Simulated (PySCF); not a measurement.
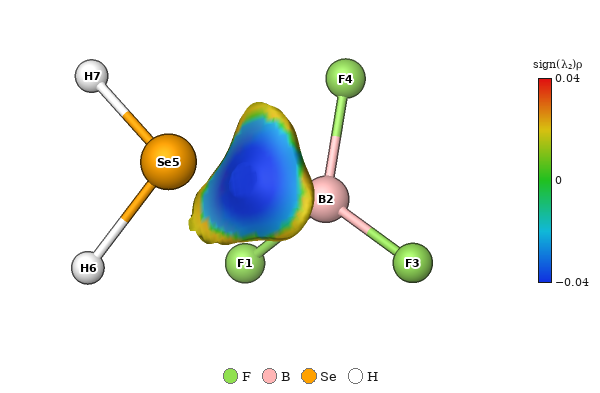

Figure 1: BF3H2Se, SMILES `FB(F)F.[SeH2]`. Non-covalent interaction surfaces between the fragments (reduced density gradient s = 0.5, coloured by sign(λ₂)ρ in a.u.; trimmed to the region between the fragments where ρ is under 0.06 a.u.). Fragment A: BF3 (atoms 1–4); fragment B: H2Se.

Level of theory: BP86/aug-cc-pVDZ (PySCF), at a geometry from GFN2-xTB. GFN2-xTB bond lengths at metals and heavier atoms can be off by up to 0.1 Å and shapes distorted, which carries into these values.

Interpret the surfaces between the fragments.

Answer. Bond critical points between the fragments: B2···Se5, 2.57 Å, ρ = 0.038 a.u. It appears blue (attractive, sign(λ₂)ρ well below zero). The pose is a local one from a semi-empirical search, not shown to be the most stable.

How strongly are they bound?

Answer. The counterpoise-corrected interaction energy of the frozen fragments is −3.0 kcal/mol without dispersion correction and −5.7 kcal/mol with D3(BJ). The pair geometry is semi-empirical, not a minimum at this level.
